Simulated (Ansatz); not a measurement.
# C₃H₁₀BN: up Jacob's ladder to CCSD(T)

How much do the methods differ for C₃H₁₀BN? The plan is to run it at one geometry with functionals of several rungs and with coupled cluster, and see how far each lands from CCSD(T) at the basis-set limit for the atomisation energy.

Computed with Ansatz 0.2.0, Gaussian basis. Level: functionals in def2-TZVPP, the program's frozen cores in correlated methods.

The runs, in order: LDA (SPW92), PBE-D4, revPBE-D4, BLYP-D4, r2SCAN-D4, B97M-V, PBE0-D4, B3LYP-D4, r2SCANh-D4, r2SCAN0-D4, HSE06-D4, BHLYP-D4, CAM-B3LYP-D4, LC-ωPBE, ωB97X-V, ωB97M-V, B2PLYP, PBE-QIDH; CCSD(T)/def2-SVP; CCSD(T)/def2-TZVPP; MP2/def2-QZVPP; extrapolation to the limit; RPA on PBE.

## (1) Structure used throughout

All runs share one geometry, relaxed beforehand with PBE0-D4 in a triple-zeta def2 set.

SMILES `CCB(C)N`, 15 atoms, charge 0, spin multiplicity 1.

Atoms are counted from 1 here; the program's logs count them from 0.

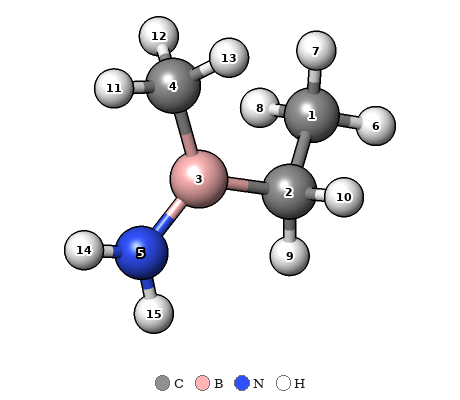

The geometry (carbon grey, boron pink, nitrogen blue, hydrogen white); atoms are numbered from 1 in the order of the file.

## (2) LDA

This LDA is Slater exchange with PW92 correlation.

The input, in.yaml:

```yaml
crystal:
  periodic: [false, false, false]
  atoms:
    - {symbol: C, position_ang: [-1.711878, 0.570833, 0.623965]}
    - {symbol: C, position_ang: [-0.400192, 1.044954, 0.002105]}
    - {symbol: B, position_ang: [0.618874, -0.108766, -0.365856]}
    - {symbol: C, position_ang: [0.884803, -1.313615, 0.616801]}
    - {symbol: N, position_ang: [1.305757, -0.047389, -1.582131]}
    - {symbol: H, position_ang: [-2.363909, 1.406945, 0.889777]}
    - {symbol: H, position_ang: [-1.534453, -0.008046, 1.533898]}
    - {symbol: H, position_ang: [-2.269385, -0.071850, -0.063478]}
    - {symbol: H, position_ang: [-0.609965, 1.676950, -0.869520]}
    - {symbol: H, position_ang: [0.110749, 1.702478, 0.720499]}
    - {symbol: H, position_ang: [1.710539, -1.961955, 0.311172]}
    - {symbol: H, position_ang: [-0.010768, -1.940046, 0.697803]}
    - {symbol: H, position_ang: [1.091690, -0.960794, 1.632624]}
    - {symbol: H, position_ang: [1.991176, -0.727610, -1.863383]}
    - {symbol: H, position_ang: [1.165260, 0.687112, -2.254874]}
basis:
  gaussian: {orbitals: def2-TZVPP}
hamiltonian: {xc: lda}
output: {orbitals: {seedname: orbitals}}
```

The run is started by

```sh
> ansatz run in.yaml --threads 4 --pin off --events-out ev --progress --plain --max-ram 10444MiB
```

Standard output, shortened:

```text
Functional definition: SPW92
  name "SPW92"
  cite "Dirac, Proc. Camb. Phil. Soc. 26, 376 (1930) doi:10.1017/S0305004100016108"
  cite "Slater, Phys. Rev. 81, 385 (1951) doi:10.1103/PhysRev.81.385"
  cite "Perdew & Wang, Phys. Rev. B 45, 13244 (1992) doi:10.1103/PhysRevB.45.13244"
[...]
1454 factors; their error is unknown
[...]
mean field -5393.08780200 eV, -198.1923211574 hartree, gradient 1.4e-5 eV, S^2 0.000000; 0 other end points of the search recorded, 0 dependent functions left out
reference -5393.08784657 eV, -198.1923227953 hartree; 20, 20 occupied and 275, 275 virtual orbitals, 1454 factors
Total energy: -5393.08784657 eV, -198.1923227953 hartree
```

Run time: 1.7 s. Hardware: 4 threads of Arm Neoverse V1, shared host; peak memory 0.37 GiB.

With the free atoms at this level, -5324.283 eV in sum, the atomisation energy is 6638.7 kJ/mol. HOMO -6.74 eV, LUMO -0.17 eV.

## (3) PBE-D4 (GGA)

in.yaml: that of step 2 with these lines changed.

```diff
@@ -20,3 +20,3 @@
   gaussian: {orbitals: def2-TZVPP}
-hamiltonian: {xc: lda}
-output: {orbitals: {seedname: orbitals}}
+hamiltonian: {xc: pbe, dispersion: d4}
+output: {forces: true, orbitals: {seedname: orbitals}}
```

Same command.

Standard output, shortened:

```text
Functional definition: PBE
  name "PBE"
  cite "Perdew, Burke & Ernzerhof, Phys. Rev. Lett. 77, 3865 (1996) doi:10.1103/PhysRevLett.77.3865"
  parent pbe
[...]
1454 factors; their error is unknown
[...]
mean field -5436.67663344 eV, -199.7941811673 hartree, gradient 1.3e-5 eV, S^2 0.000000; 0 other end points of the search recorded, 0 dependent functions left out
[...]
Atom 11 at    -0.010768    -1.940046     0.697803 Å, force    -0.164502    -0.126788     0.029928 eV/Å
Atom 12 at     1.091690    -0.960794     1.632624 Å, force     0.035628     0.054125     0.198727 eV/Å
Atom 13 at     1.991176    -0.727610    -1.863383 Å, force     0.253720    -0.241600    -0.115831 eV/Å
Atom 14 at     1.165260     0.687112    -2.254874 Å, force    -0.042133     0.261717    -0.257908 eV/Å
Dipole moment:     0.155098     0.020230    -0.240130 e Å
```

Run time: 3.3 s. Hardware: 4 threads of Arm Neoverse V1, shared host; peak memory 0.38 GiB.

With the free atoms at this level, -5374.964 eV in sum, the atomisation energy is 5979.7 kJ/mol. HOMO -6.66 eV, LUMO 0.03 eV.

## (4) revPBE-D4 (GGA)

in.yaml: that of step 3 with these lines changed.

```diff
@@ -20,3 +20,3 @@
   gaussian: {orbitals: def2-TZVPP}
-hamiltonian: {xc: pbe, dispersion: d4}
-output: {forces: true, orbitals: {seedname: orbitals}}
+hamiltonian: {xc: {name: revPBE}, dispersion: d4}
+output: {orbitals: {seedname: orbitals}}
```

The command is unchanged.

Standard output, shortened:

```text
Functional definition: revPBE
  name "revPBE"
  cite "Zhang & Yang, Phys. Rev. Lett. 80, 890 (1998) doi:10.1103/PhysRevLett.80.890"
  cite "Perdew, Burke & Ernzerhof, Phys. Rev. Lett. 77, 3865 (1996) doi:10.1103/PhysRevLett.77.3865"
[...]
1454 factors; their error is unknown
[...]
mean field -5442.71057613 eV, -200.0159244710 hartree, gradient 5.6e-5 eV, S^2 0.000000; 0 other end points of the search recorded, 0 dependent functions left out
reference -5442.71063700 eV, -200.0159267079 hartree; 20, 20 occupied and 275, 275 virtual orbitals, 1454 factors
Total energy: -5443.59388544 eV, -200.0483854894 hartree
```

Run time: 2.6 s. Hardware: 4 threads of Arm Neoverse V1, shared host; peak memory 0.38 GiB.

Atomisation energy: 5854.3 kJ/mol (free atoms -5382.918 eV, run apart). HOMO -6.60 eV, LUMO 0.11 eV.

## (5) BLYP-D4 (GGA)

in.yaml: that of step 4 with these lines changed.

```diff
@@ -20,3 +20,3 @@
   gaussian: {orbitals: def2-TZVPP}
-hamiltonian: {xc: {name: revPBE}, dispersion: d4}
+hamiltonian: {xc: {name: BLYP}, dispersion: d4}
 output: {orbitals: {seedname: orbitals}}
```

The command is unchanged.

Standard output, shortened:

```text
Functional definition: BLYP
  name "BLYP"
  cite "Becke, Phys. Rev. A 38, 3098 (1988) doi:10.1103/PhysRevA.38.3098"
  cite "Lee, Yang & Parr, Phys. Rev. B 37, 785 (1988) doi:10.1103/PhysRevB.37.785"
[...]
1454 factors; their error is unknown
[...]
mean field -5441.47011414 eV, -199.9703383337 hartree, gradient 1.3e-5 eV, S^2 0.000000; 0 other end points of the search recorded, 0 dependent functions left out
reference -5441.47052786 eV, -199.9703535378 hartree; 20, 20 occupied and 275, 275 virtual orbitals, 1454 factors
Total energy: -5442.05263420 eV, -199.9917455512 hartree
```

It took 2.6 s on 4 threads of Arm Neoverse V1, shared host; peak memory 0.38 GiB.

Atomisation energy: 5869.8 kJ/mol (free atoms -5381.217 eV, run apart). HOMO -6.55 eV, LUMO 0.05 eV.

## (6) r2SCAN-D4 (meta-GGA)

in.yaml: that of step 5 with these lines changed.

```diff
@@ -20,3 +20,3 @@
   gaussian: {orbitals: def2-TZVPP}
-hamiltonian: {xc: {name: BLYP}, dispersion: d4}
-output: {orbitals: {seedname: orbitals}}
+hamiltonian: {xc: r2scan, dispersion: d4}
+output: {forces: true, orbitals: {seedname: orbitals}}
```

Launched as before.

Standard output, shortened:

```text
Functional definition: r2SCAN
  name "r2SCAN"
  cite "Furness, Kaplan, Ning, Perdew & Sun, J. Phys. Chem. Lett. 11, 8208 (2020) doi:10.1021/acs.jpclett.0c02405"
  cite "Furness, Kaplan, Ning, Perdew & Sun, J. Phys. Chem. Lett. 11, 9248 (2020) doi:10.1021/acs.jpclett.0c03077"
  parent r2scan
[...]
1454 factors; their error is unknown
[...]
Atom 11 at    -0.010768    -1.940046     0.697803 Å, force     0.015939     0.004527     0.013157 eV/Å
Atom 12 at     1.091690    -0.960794     1.632624 Å, force    -0.014238    -0.016351    -0.006857 eV/Å
Atom 13 at     1.991176    -0.727610    -1.863383 Å, force     0.020450    -0.008347    -0.019960 eV/Å
Atom 14 at     1.165260     0.687112    -2.254874 Å, force     0.007617     0.009733    -0.028590 eV/Å
Dipole moment:     0.150088     0.019192    -0.231552 e Å
```

It took 5.5 s on 4 threads of Arm Neoverse V1, shared host; peak memory 0.41 GiB.

Atomisation energy: 5889.0 kJ/mol (free atoms -5380.121 eV, run apart). HOMO -6.92 eV, LUMO 0.51 eV.

## (7) B97M-V (meta-GGA)

in.yaml: that of step 6 with these lines changed.

```diff
@@ -20,3 +20,3 @@
   gaussian: {orbitals: def2-TZVPP}
-hamiltonian: {xc: r2scan, dispersion: d4}
-output: {forces: true, orbitals: {seedname: orbitals}}
+hamiltonian: {xc: {name: B97M-V}}
+output: {orbitals: {seedname: orbitals}}
```

The command is unchanged.

Standard output, shortened:

```text
Functional definition: B97M-V
  name "B97M-V"
  cite "Mardirossian & Head-Gordon, J. Chem. Phys. 142, 074111 (2015) doi:10.1063/1.4907719"
  cite "Becke, J. Chem. Phys. 107, 8554 (1997) doi:10.1063/1.475007"
  cite "Vydrov & Van Voorhis, J. Chem. Phys. 133, 244103 (2010) doi:10.1063/1.3521275"
  # Of w^i u^j: cxij and so on, Table III.
[...]
  gx(w, u) = cx00 + cx01*u + cx02*u^2 + (cx10 + cx11*u)*w
[...]
  gos(w, u) = cos00 + cos01*u + cos03*u^3 + cos10*w + cos32*w^3*u^2
[...]
      + integral(e_c_pw_mod_opposite_spin*gos(b97_w_opposite, b97_u_opposite)) + vv10(b, c)
1454 factors; their error is unknown
[...]
mean field -5444.73661594 eV, -200.0903800607 hartree, gradient 3.7e-5 eV, S^2 0.000000; 0 other end points of the search recorded, 0 dependent functions left out
reference -5444.73668230 eV, -200.0903824994 hartree; 20, 20 occupied and 275, 275 virtual orbitals, 1454 factors
Total energy: -5444.73668230 eV, -200.0903824994 hartree
```

Wall time 11 s (4 threads of Arm Neoverse V1, shared host); peak memory 0.47 GiB.

With the free atoms at this level, -5383.646 eV in sum, the atomisation energy is 5894.4 kJ/mol. HOMO -6.99 eV, LUMO 0.22 eV.

## (8) PBE0-D4 (hybrid)

in.yaml: that of step 7 with these lines changed.

```diff
@@ -20,3 +20,3 @@
   gaussian: {orbitals: def2-TZVPP}
-hamiltonian: {xc: {name: B97M-V}}
+hamiltonian: {xc: pbe0, dispersion: d4}
 output: {orbitals: {seedname: orbitals}}
```

Same command.

Standard output, shortened:

```text
Functional definition: PBE0
  name "PBE0"
  cite "Adamo & Barone, J. Chem. Phys. 110, 6158 (1999) doi:10.1063/1.478522"
  cite "Perdew, Burke & Ernzerhof, Phys. Rev. Lett. 77, 3865 (1996) doi:10.1103/PhysRevLett.77.3865"
  parent pbe
[...]
1454 factors; their error is unknown
[...]
mean field -5437.70564208 eV, -199.8319965373 hartree, gradient 5.8e-5 eV, S^2 0.000000; 0 other end points of the search recorded, 0 dependent functions left out
reference -5437.70567788 eV, -199.8319978528 hartree; 20, 20 occupied and 275, 275 virtual orbitals, 1454 factors
Total energy: -5437.92719896 eV, -199.8401386023 hartree
```

Run time: 3.3 s. Hardware: 4 threads of Arm Neoverse V1, shared host; peak memory 0.69 GiB.

With the free atoms at this level, -5376.659 eV in sum, the atomisation energy is 5911.5 kJ/mol. HOMO -8.03 eV, LUMO 0.84 eV.

## (9) B3LYP-D4 (hybrid)

B3LYP here takes the VWN-RPA correlation.

in.yaml: that of step 8 with these lines changed.

```diff
@@ -20,3 +20,3 @@
   gaussian: {orbitals: def2-TZVPP}
-hamiltonian: {xc: pbe0, dispersion: d4}
-output: {orbitals: {seedname: orbitals}}
+hamiltonian: {xc: {name: B3LYP}, dispersion: d4}
+output: {forces: true, orbitals: {seedname: orbitals}}
```

Same command.

Standard output, shortened:

```text
Functional definition: B3LYP
  name "B3LYP"
  cite "Stephens, Devlin, Chabalowski & Frisch, J. Phys. Chem. 98, 11623 (1994) doi:10.1021/j100096a001"
  cite "Becke, Phys. Rev. A 38, 3098 (1988) doi:10.1103/PhysRevA.38.3098"
  cite "Lee, Yang & Parr, Phys. Rev. B 37, 785 (1988) doi:10.1103/PhysRevB.37.785"
  cite "Vosko, Wilk & Nusair, Can. J. Phys. 58, 1200 (1980) doi:10.1139/p80-159"
[...]
1454 factors; their error is unknown
[...]
Atom 11 at    -0.010768    -1.940046     0.697803 Å, force     0.047855     0.014782     0.003264 eV/Å
Atom 12 at     1.091690    -0.960794     1.632624 Å, force    -0.003068    -0.026391    -0.038876 eV/Å
Atom 13 at     1.991176    -0.727610    -1.863383 Å, force     0.008186     0.005241    -0.018754 eV/Å
Atom 14 at     1.165260     0.687112    -2.254874 Å, force     0.012543    -0.005036    -0.019226 eV/Å
Dipole moment:     0.150424     0.020537    -0.233450 e Å
```

It took 6 s on 4 threads of Arm Neoverse V1, shared host; peak memory 0.89 GiB.

With the free atoms at this level, -5384.259 eV in sum, the atomisation energy is 5900.9 kJ/mol. HOMO -7.81 eV, LUMO 0.52 eV.

## (10) r2SCANh-D4 (hybrid)

in.yaml: that of step 9 with these lines changed.

```diff
@@ -20,3 +20,3 @@
   gaussian: {orbitals: def2-TZVPP}
-hamiltonian: {xc: {name: B3LYP}, dispersion: d4}
-output: {forces: true, orbitals: {seedname: orbitals}}
+hamiltonian: {xc: {name: r2SCANh}, dispersion: d4}
+output: {orbitals: {seedname: orbitals}}
```

Launched as before.

Standard output, shortened:

```text
Functional definition: r2SCANh
  name "r2SCANh"
  cite "Bursch, Neugebauer, Ehlert & Grimme, J. Chem. Phys. 156, 134105 (2022) doi:10.1063/5.0086040"
  cite "Furness, Kaplan, Ning, Perdew & Sun, J. Phys. Chem. Lett. 11, 8208 (2020) doi:10.1021/acs.jpclett.0c02405"
  cite "Furness, Kaplan, Ning, Perdew & Sun, J. Phys. Chem. Lett. 11, 9248 (2020) doi:10.1021/acs.jpclett.0c03077"
  parent r2scan
[...]
1454 factors; their error is unknown
[...]
mean field -5440.91662403 eV, -199.9499979474 hartree, gradient 1.9e-5 eV, S^2 0.000000; 0 other end points of the search recorded, 0 dependent functions left out
reference -5440.91663641 eV, -199.9499984024 hartree; 20, 20 occupied and 275, 275 virtual orbitals, 1454 factors
Total energy: -5440.98915082 eV, -199.9526632579 hartree
```

It took 5.5 s on 4 threads of Arm Neoverse V1, shared host; peak memory 0.72 GiB.

With the free atoms at this level, -5380.177 eV in sum, the atomisation energy is 5867.5 kJ/mol. HOMO -7.44 eV, LUMO 0.83 eV.

## (11) r2SCAN0-D4 (hybrid)

in.yaml: that of step 10 with these lines changed.

```diff
@@ -20,3 +20,3 @@
   gaussian: {orbitals: def2-TZVPP}
-hamiltonian: {xc: {name: r2SCANh}, dispersion: d4}
+hamiltonian: {xc: {name: r2SCAN0}, dispersion: d4}
 output: {orbitals: {seedname: orbitals}}
```

Launched as before.

Standard output, shortened:

```text
Functional definition: r2SCAN0
  name "r2SCAN0"
  cite "Bursch, Neugebauer, Ehlert & Grimme, J. Chem. Phys. 156, 134105 (2022) doi:10.1063/5.0086040"
  cite "Furness, Kaplan, Ning, Perdew & Sun, J. Phys. Chem. Lett. 11, 8208 (2020) doi:10.1021/acs.jpclett.0c02405"
  cite "Furness, Kaplan, Ning, Perdew & Sun, J. Phys. Chem. Lett. 11, 9248 (2020) doi:10.1021/acs.jpclett.0c03077"
  parent r2scan
[...]
1454 factors; their error is unknown
[...]
mean field -5440.68612146 eV, -199.9415271341 hartree, gradient 1.8e-5 eV, S^2 0.000000; 0 other end points of the search recorded, 0 dependent functions left out
reference -5440.68613216 eV, -199.9415275272 hartree; 20, 20 occupied and 275, 275 virtual orbitals, 1454 factors
Total energy: -5440.76547009 eV, -199.9444431424 hartree
```

Wall time 5.5 s (4 threads of Arm Neoverse V1, shared host); peak memory 0.72 GiB.

With the free atoms at this level, -5380.270 eV in sum, the atomisation energy is 5836.9 kJ/mol. HOMO -8.21 eV, LUMO 1.27 eV.

## (12) HSE06-D4 (hybrid)

HSE06 is the plane-wave form, built on full-range PBE exchange.

in.yaml: that of step 11 with these lines changed.

```diff
@@ -20,3 +20,3 @@
   gaussian: {orbitals: def2-TZVPP}
-hamiltonian: {xc: {name: r2SCAN0}, dispersion: d4}
+hamiltonian: {xc: hse06, dispersion: d4}
 output: {orbitals: {seedname: orbitals}}
```

Same command.

Standard output, shortened:

```text
Functional definition: HSE06
  name "HSE06"
  cite "Heyd, Scuseria & Ernzerhof, J. Chem. Phys. 118, 8207 (2003) doi:10.1063/1.1564060"
  cite "Krukau, Vydrov, Izmaylov & Scuseria, J. Chem. Phys. 125, 224106 (2006) doi:10.1063/1.2404663"
  cite "Heyd & Scuseria, J. Chem. Phys. 120, 7274 (2004) doi:10.1063/1.1668634"
  cite "Ernzerhof & Perdew, J. Chem. Phys. 109, 3313 (1998) doi:10.1063/1.476928"
[...]
1454 factors; their error is unknown
128 factors; integrals over basis functions are off by at most 3.3e-7 eV
[...]
mean field -5437.35835864 eV, -199.8192341061 hartree, gradient 6.0e-5 eV, S^2 0.000000; 0 other end points of the search recorded, 0 dependent functions left out
reference -5437.35840636 eV, -199.8192358598 hartree; 20, 20 occupied and 275, 275 virtual orbitals, 1454 factors
Total energy: -5437.56278297 eV, -199.8267465616 hartree
```

Run time: 3.6 s. Hardware: 4 threads of Arm Neoverse V1, shared host; peak memory 0.74 GiB.

With the free atoms at this level, -5376.257 eV in sum, the atomisation energy is 5915.1 kJ/mol. HOMO -7.62 eV, LUMO 0.48 eV.

## (13) BHLYP-D4 (hybrid)

in.yaml: that of step 12 with these lines changed.

```diff
@@ -20,3 +20,3 @@
   gaussian: {orbitals: def2-TZVPP}
-hamiltonian: {xc: hse06, dispersion: d4}
+hamiltonian: {xc: {name: BHLYP}, dispersion: d4}
 output: {orbitals: {seedname: orbitals}}
```

Same command.

Standard output, shortened:

```text
Functional definition: BHLYP
  name "BHLYP"
  cite "Becke, J. Chem. Phys. 98, 1372 (1993) doi:10.1063/1.464304"
  cite "Becke, Phys. Rev. A 38, 3098 (1988) doi:10.1103/PhysRevA.38.3098"
  cite "Lee, Yang & Parr, Phys. Rev. B 37, 785 (1988) doi:10.1103/PhysRevB.37.785"
[...]
1631 factors; their error is unknown
[...]
mean field -5441.22574961 eV, -199.9613581030 hartree, gradient 2.5e-5 eV, S^2 0.000000; 0 other end points of the search recorded, 0 dependent functions left out
reference -5441.22595608 eV, -199.9613656905 hartree; 20, 20 occupied and 275, 275 virtual orbitals, 1631 factors
Total energy: -5441.51447696 eV, -199.9719686373 hartree
```

Wall time 3.5 s (4 threads of Arm Neoverse V1, shared host); peak memory 0.72 GiB.

Atomisation energy: 5772.5 kJ/mol (free atoms -5381.686 eV, run apart). HOMO -9.33 eV, LUMO 1.39 eV.

## (14) CAM-B3LYP-D4 (range-separated)

in.yaml: that of step 13 with these lines changed.

```diff
@@ -20,3 +20,3 @@
   gaussian: {orbitals: def2-TZVPP}
-hamiltonian: {xc: {name: BHLYP}, dispersion: d4}
+hamiltonian: {xc: {name: CAM-B3LYP}, dispersion: d4}
 output: {orbitals: {seedname: orbitals}}
```

Launched as before.

Standard output, shortened:

```text
Functional definition: CAM-B3LYP
  name "CAM-B3LYP"
  cite "Yanai, Tew & Handy, Chem. Phys. Lett. 393, 51 (2004) doi:10.1016/j.cplett.2004.06.011"
  cite "Iikura, Tsuneda, Yanai & Hirao, J. Chem. Phys. 115, 3540 (2001) doi:10.1063/1.1383587"
  cite "Becke, Phys. Rev. A 38, 3098 (1988) doi:10.1103/PhysRevA.38.3098"
  cite "Lee, Yang & Parr, Phys. Rev. B 37, 785 (1988) doi:10.1103/PhysRevB.37.785"
[...]
  # Exact exchange under (alpha + beta erf(omega r))/r, Becke's under what is left of 1/r.
[...]
1454 factors; their error is unknown
417 factors; integrals over basis functions are off by at most 1.2e-5 eV
[...]
mean field -5441.46969792 eV, -199.9703230380 hartree, gradient 6.2e-5 eV, S^2 0.000000; 0 other end points of the search recorded, 0 dependent functions left out
reference -5441.46984748 eV, -199.9703285343 hartree; 20, 20 occupied and 275, 275 virtual orbitals, 1454 factors
Total energy: -5441.69088064 eV, -199.9784513530 hartree
```

Run time: 3.9 s. Hardware: 4 threads of Arm Neoverse V1, shared host; peak memory 0.81 GiB.

Atomisation energy: 5923.1 kJ/mol (free atoms -5380.302 eV, run apart). HOMO -9.47 eV, LUMO 1.56 eV.

## (15) LC-ωPBE (range-separated)

in.yaml: that of step 14 with these lines changed.

```diff
@@ -20,3 +20,3 @@
   gaussian: {orbitals: def2-TZVPP}
-hamiltonian: {xc: {name: CAM-B3LYP}, dispersion: d4}
+hamiltonian: {xc: {name: LC-wPBE}}
 output: {orbitals: {seedname: orbitals}}
```

The command is unchanged.

Standard output, shortened:

```text
Functional definition: LC-wPBE
  name "LC-wPBE"
  cite "Vydrov & Scuseria, J. Chem. Phys. 125, 234109 (2006) doi:10.1063/1.2409292"
  cite "Heyd & Scuseria, J. Chem. Phys. 120, 7274 (2004) doi:10.1063/1.1668634"
  cite "Ernzerhof & Perdew, J. Chem. Phys. 109, 3313 (1998) doi:10.1063/1.476928"
  cite "Perdew, Burke & Ernzerhof, Phys. Rev. Lett. 77, 3865 (1996) doi:10.1103/PhysRevLett.77.3865"
  parent pbe
[...]
1454 factors; their error is unknown
503 factors; integrals over basis functions are off by at most 2.4e-5 eV
[...]
mean field -5441.17251076 eV, -199.9594016111 hartree, gradient 2.0e-5 eV, S^2 0.000000; 0 other end points of the search recorded, 0 dependent functions left out
reference -5441.17251076 eV, -199.9594016114 hartree; 20, 20 occupied and 275, 275 virtual orbitals, 1454 factors
Total energy: -5441.17251076 eV, -199.9594016114 hartree
```

It took 3.1 s on 4 threads of Arm Neoverse V1, shared host; peak memory 0.58 GiB.

With the free atoms at this level, -5380.280 eV in sum, the atomisation energy is 5875.2 kJ/mol. HOMO -10.82 eV, LUMO 2.82 eV.

## (16) ωB97X-V (range-separated)

in.yaml: that of step 15 with these lines changed.

```diff
@@ -20,3 +20,3 @@
   gaussian: {orbitals: def2-TZVPP}
-hamiltonian: {xc: {name: LC-wPBE}}
+hamiltonian: {xc: {name: wB97X-V}}
 output: {orbitals: {seedname: orbitals}}
```

Same command.

Standard output, shortened:

```text
Functional definition: wB97X-V
  name "wB97X-V"
  cite "Mardirossian & Head-Gordon, Phys. Chem. Chem. Phys. 16, 9904 (2014) doi:10.1039/C3CP54374A"
  cite "Becke, J. Chem. Phys. 107, 8554 (1997) doi:10.1063/1.475007"
  cite "Vydrov & Van Voorhis, J. Chem. Phys. 133, 244103 (2010) doi:10.1063/1.3521275"
[...]
      + integral(e_c_pw_opposite_spin*poly(b97_u_opposite, cos0, cos1)) + vv10(b, c)
1454 factors; their error is unknown
403 factors; integrals over basis functions are off by at most 9.2e-6 eV
[...]
mean field -5443.00119630 eV, -200.0266045652 hartree, gradient 5.9e-5 eV, S^2 0.000000; 0 other end points of the search recorded, 0 dependent functions left out
reference -5443.00119409 eV, -200.0266044841 hartree; 20, 20 occupied and 275, 275 virtual orbitals, 1454 factors
Total energy: -5443.00119409 eV, -200.0266044841 hartree
```

Run time: 9 s. Hardware: 4 threads of Arm Neoverse V1, shared host; peak memory 0.88 GiB.

With the free atoms at this level, -5381.998 eV in sum, the atomisation energy is 5885.9 kJ/mol. HOMO -10.47 eV, LUMO 2.60 eV.

[end of part 1 of 2]
